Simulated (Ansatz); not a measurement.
## Nudged elastic band of SiH₂O₂

System: SiH₂O₂.
Method: RKS B3LYP/def2-SVP (Ansatz 0.2.0).

It belongs to a series of runs on one base structure; here: band between the two ends. Figures and captions count atoms from 1; the log counts them from 0 in places.

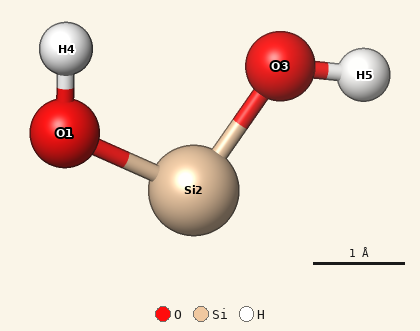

**Figure 1.** The starting structure (ball-and-stick view, seen at a tilt; atoms are numbered from 1 in the order of the input). Bond lengths as drawn: H–O 0.97 Å and O–Si 1.67 to 1.69 Å.

## Summary

| quantity | value |
| --- | --- |
| outcome | converged |
| barrier, forward | 2.826 eV |
| barrier, backward | 2.352 eV |
| hardware | 1 thread of Arm Neoverse V2, 24 GiB of memory available, shared host |
| wall time | 51 s |
| peak memory | 0.1 GiB |

The order of the saddle point was not checked.

## The input
```yaml
crystal:
  periodic: [false, false, false]
  atoms:
    - { symbol: O, position_ang: [-1.459333, -0.104267, -0.280029] }
    - { symbol: Si, position_ang: [-0.218016, -0.807373, 0.579773] }
    - { symbol: O, position_ang: [1.040051, 0.190251, 0.067128] }
    - { symbol: H, position_ang: [-1.226305, 0.654139, -0.839156] }
    - { symbol: H, position_ang: [1.913602, -0.00635, 0.430885] }
basis:
  gaussian: { orbitals: def2-SVP }
hamiltonian:
  xc: b3lyp
neb:
  order_check: false
  images: 5
  f_tol: 0.05
  max_iterations: 60
  final_atoms:
    - { symbol: O, position_ang: [-1.12495425, -0.27353606, -0.064678] }
    - { symbol: Si, position_ang: [0.48925264, -0.04996894, 0.13247309] }
    - { symbol: O, position_ang: [1.36798602, 1.01448707, -0.52684718] }
    - { symbol: H, position_ang: [-1.57830066, 0.33684358, -0.66379231] }
    - { symbol: H, position_ang: [0.89601525, -1.10142565, 1.0814454] }
  initial_path:
    images:
      - { positions_ang: [[-1.459333, -0.104267, -0.280029], [-0.218016, -0.807373, 0.579773], [1.040051, 0.190251, 0.067128], [-1.226305, 0.654139, -0.839156], [1.913602, -0.00635, 0.430885]] }
      - { positions_ang: [[-1.43464851, -0.14522986, -0.24579245], [-0.12284326, -0.70629444, 0.52330169], [1.04497486, 0.33079757, -0.04584921], [-1.29299378, 0.62918964, -0.83149302], [1.8555097, -0.18206292, 0.558434]] }
      - { positions_ang: [[-1.40996403, -0.18619272, -0.21155591], [-0.02767051, -0.60521587, 0.46683037], [1.04989872, 0.47134414, -0.15882643], [-1.35968257, 0.60424028, -0.82383004], [1.79741739, -0.35777584, 0.685983]] }
      - { positions_ang: [[-1.38527954, -0.22715557, -0.17731936], [0.06750223, -0.50413731, 0.41035906], [1.05482257, 0.61189072, -0.27180364], [-1.42637135, 0.57929092, -0.81616705], [1.73932509, -0.53348876, 0.813532]] }
      - { positions_ang: [[-1.29850445, -0.24261573, -0.13977224], [0.2080857, -0.35274785, 0.3177304], [1.15921039, 0.7460895, -0.35681815], [-1.47701445, 0.49847514, -0.76537547], [1.45822181, -0.72280105, 0.90283647]] }
      - { positions_ang: [[-1.21172935, -0.2580759, -0.10222512], [0.34866917, -0.2013584, 0.22510174], [1.26359821, 0.88028829, -0.44183267], [-1.52765756, 0.41765936, -0.71458389], [1.17711853, -0.91211335, 0.99214093]] }
      - { positions_ang: [[-1.12495425, -0.27353606, -0.064678], [0.48925264, -0.04996894, 0.13247309], [1.36798602, 1.01448707, -0.52684718], [-1.57830066, 0.33684358, -0.66379231], [0.89601525, -1.10142565, 1.0814454]] }
```

Launch command:
```bash
ansatz run input.yaml --threads 1 --pin off --max-ram 2048MiB --backend cpu --events-out ev --progress --plain --runs-dir out
```

## What the program printed
```
Engine: ansatz 0.2.0, aarch64-unknown-linux-gnu
Functional definition: B3LYP
  parameter a0 = 0.2
  parameter ax = 0.72
  parameter ac = 0.81
  exchange = (1 - a0 - ax)*slater_x + ax*b88_x + a0*exact_x
  correlation = (1 - ac)*vwn_rpa_c + ac*lyp_c
564 factors; integrals over basis functions are off by at most 2.9e-4 eV
mean field evaluation 1: about -11991.9558 eV, gradient 7.0e1 eV
mean field evaluation 2: about -11968.7162 eV, gradient 1.3e2 eV
mean field evaluation 4: about -12000.4066 eV, gradient 2.1e0 eV
mean field evaluation 8: about -12000.4181 eV, gradient 2.8e-2 eV
mean field -12000.41807500 eV, -441.0072300805 hartree, gradient 1.2e-5 eV, S^2 0.000000; 0 other end points of the search recorded, 0 dependent functions left out
the calculation of the forces begins
reference -12000.41826418 eV, -441.0072370331 hartree; 16, 16 occupied and 40, 40 virtual orbitals, 564 factors
564 factors; integrals over basis functions are off by at most 9.4e-4 eV
mean field evaluation 16: about -11923.6115 eV, gradient 1.8e2 eV
mean field -11999.94367785 eV, -440.9897963070 hartree, gradient 1.0e-5 eV, S^2 0.000000; 0 other end points of the search recorded, 0 dependent functions left out
[... from here on the field's lines of each further geometry are left out, up to the last ...]
NEB iter   1: max|band force component| = 4.040e0 eV/Å  barrier→ = 3.4156 eV  barrier← = 2.9412 eV  Δτ_max = 0.1737 Å  (171 SCF iters)
NEB iter   2: max|band force component| = 2.512e0 eV/Å  barrier→ = 2.9996 eV  barrier← = 2.5252 eV  Δτ_max = 0.0883 Å  (144 SCF iters)
NEB iter   3: max|band force component| = 1.611e0 eV/Å  barrier→ = 2.9238 eV  barrier← = 2.4494 eV  Δτ_max = 0.1131 Å  (125 SCF iters)
NEB iter   4: max|band force component| = 8.469e-1 eV/Å  barrier→ = 2.8390 eV  barrier← = 2.3646 eV  Δτ_max = 0.0619 Å  (132 SCF iters)
NEB iter   5: max|band force component| = 5.642e-1 eV/Å  barrier→ = 2.8141 eV  barrier← = 2.3397 eV  CI = image 3  Δτ_max = 0.0378 Å  (121 SCF iters)
NEB iter   6: max|band force component| = 1.973e-1 eV/Å  barrier→ = 2.8317 eV  barrier← = 2.3573 eV  CI = image 3  Δτ_max = 0.0204 Å  (123 SCF iters)
NEB iter   7: max|band force component| = 1.723e-1 eV/Å  barrier→ = 2.8289 eV  barrier← = 2.3545 eV  CI = image 3  Δτ_max = 0.0329 Å  (124 SCF iters)
NEB iter   8: max|band force component| = 1.128e-1 eV/Å  barrier→ = 2.8267 eV  barrier← = 2.3523 eV  CI = image 3  Δτ_max = 0.0223 Å  (122 SCF iters)
NEB iter   9: max|band force component| = 9.909e-2 eV/Å  barrier→ = 2.8261 eV  barrier← = 2.3517 eV  CI = image 3  Δτ_max = 0.0021 Å  (126 SCF iters)
the calculation of the forces begins
reference -11999.54264108 eV, -440.9750584775 hartree; 16, 16 occupied and 40, 40 virtual orbitals, 564 factors
564 factors; integrals over basis functions are off by at most 7.9e-4 eV
mean field evaluation 416: about -11990.2141 eV, gradient 5.9e1 eV
mean field -11997.59201807 eV, -440.9033744042 hartree, gradient 1.2e-5 eV, S^2 0.000000; 1 other end points of the search recorded, 0 dependent functions left out
the calculation of the forces begins
reference -11997.59220726 eV, -440.9033813569 hartree; 16, 16 occupied and 40, 40 virtual orbitals, 564 factors
NEB iter  10: max|band force component| = 2.756e-2 eV/Å  barrier→ = 2.8261 eV  barrier← = 2.3517 eV  CI = image 3  Δτ_max = 0.0000 Å  (225 SCF iters)
```

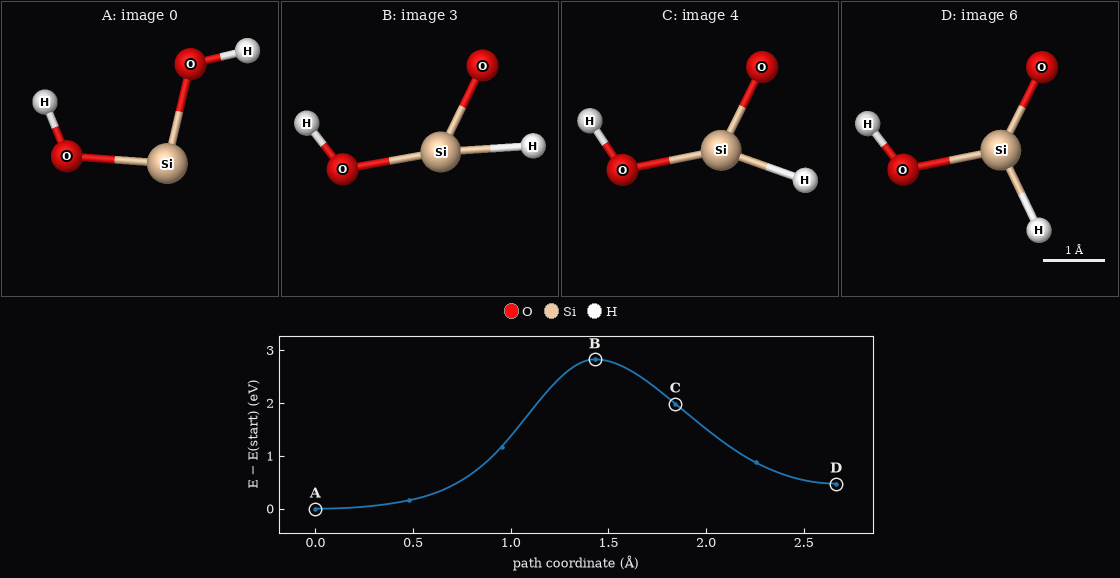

**Figure 2.** Images of the last band (counted from 0; ball-and-stick, seen at a tilt) above the energy along the path; the line is a cubic interpolation that uses the forces. The highest image is number 3, 2.826 eV above the start and 2.352 eV above the end (the climbing image); the end lies 0.474 eV above the start. The path is 2.67 Å long. The band converged in 10 iterations.

```
Total energy: -11997.59220726 eV, -440.9033813569 hartree
Atom 0 at    -1.404231    -0.231790    -0.164917 Å, force    -0.006994     0.017658    -0.016281 eV/Å
Atom 1 at     0.172012    -0.341493     0.295248 Å, force     0.001352     0.001779    -0.000935 eV/Å
Atom 2 at     1.340447     0.606307    -0.194506 Å, force    -0.004274    -0.000026    -0.001149 eV/Å
Atom 3 at    -1.651359     0.470500    -0.790452 Å, force     0.009439    -0.017933     0.016985 eV/Å
Atom 4 at     1.593130    -0.577124     0.813228 Å, force     0.000477    -0.001478     0.001380 eV/Å
Dipole moment:    -0.345811    -0.079102    -0.018196 e Å
this run last wrote the band of iteration 10 to [file]
```

## The last band as extended XYZ (Å, eV, eV/Å)
```
5
Properties=species:S:1:pos:R:3:forces:R:3 image=0 energy=-12000.41807
O    -1.4593   -0.1043   -0.2800   -0.0120   0.0033  -0.0054
Si   -0.2180   -0.8074    0.5798    0.0020  -0.0032   0.0031
O     1.0401    0.1903    0.0671    0.0090   0.0018   0.0007
H    -1.2263    0.6541   -0.8392    0.0006  -0.0024   0.0020
H     1.9136   -0.0063    0.4309    0.0004   0.0006  -0.0004
5
Properties=species:S:1:pos:R:3:forces:R:3 image=1 energy=-12000.26135
O    -1.4408   -0.1058   -0.2748   -0.0150   0.0647  -0.0543
Si   -0.1023   -0.6817    0.5056   -0.2438  -0.3401   0.2175
O     1.2212    0.2617    0.0533   -0.3046  -0.2261   0.1079
H    -1.5485    0.6271   -0.8927    0.1746   0.1439  -0.0755
H     1.9204   -0.1749    0.5672    0.3887   0.3577  -0.1955
5
Properties=species:S:1:pos:R:3:forces:R:3 image=2 energy=-11999.24412
O    -1.4330   -0.1636   -0.2266   -0.2548   0.4409  -0.4143
Si    0.0400   -0.4943    0.3879   -1.1692  -1.4071   0.8677
O     1.3837    0.4002   -0.0192    0.3092  -1.7875   1.4987
H    -1.6578    0.5353   -0.8438   -0.2031   0.4134  -0.3821
H     1.7171   -0.3512    0.6604    1.3180   2.3404  -1.5699
5
Properties=species:S:1:pos:R:3:forces:R:3 image=3 energy=-11997.59202
O    -1.4042   -0.2318   -0.1649   -0.0070   0.0177  -0.0163
Si    0.1720   -0.3415    0.2952    0.0014   0.0018  -0.0009
O     1.3404    0.6063   -0.1945   -0.0043   0.0000  -0.0011
H    -1.6514    0.4705   -0.7905    0.0094  -0.0179   0.0170
H     1.5931   -0.5771    0.8132    0.0005  -0.0015   0.0014
5
Properties=species:S:1:pos:R:3:forces:R:3 image=4 energy=-11998.42975
O    -1.3503   -0.2613   -0.1262    0.4134  -0.2848   0.3262
Si    0.2724   -0.2210    0.2221    0.7836   0.9140  -0.5635
O     1.3132    0.7594   -0.3286   -0.2457   1.2225  -1.0412
H    -1.6180    0.4389   -0.7583    0.2074  -0.3121   0.3033
H     1.4327   -0.7895    0.9496   -1.1586  -1.5396   0.9751
5
Properties=species:S:1:pos:R:3:forces:R:3 image=5 energy=-11999.54246
O    -1.2534   -0.2719   -0.0942    0.4732  -0.1386   0.2210
Si    0.3753   -0.1284    0.1703    0.5175   0.4621  -0.2587
O     1.3142    0.9011   -0.4451   -0.0604   0.7593  -0.6274
H    -1.5797    0.4038   -0.7208    0.1163  -0.2772   0.2545
H     1.1937   -0.9782    1.0484   -1.0466  -0.8056   0.4106
5
Properties=species:S:1:pos:R:3:forces:R:3 image=6 energy=-11999.94368
O    -1.1250   -0.2735   -0.0647    0.0124   0.0009   0.0064
Si    0.4893   -0.0500    0.1325   -0.0199   0.0095  -0.0166
O     1.3680    1.0145   -0.5268    0.0025  -0.0002   0.0028
H    -1.5783    0.3368   -0.6638   -0.0039   0.0021  -0.0050
H     0.8960   -1.1014    1.0814    0.0089  -0.0124   0.0124
```
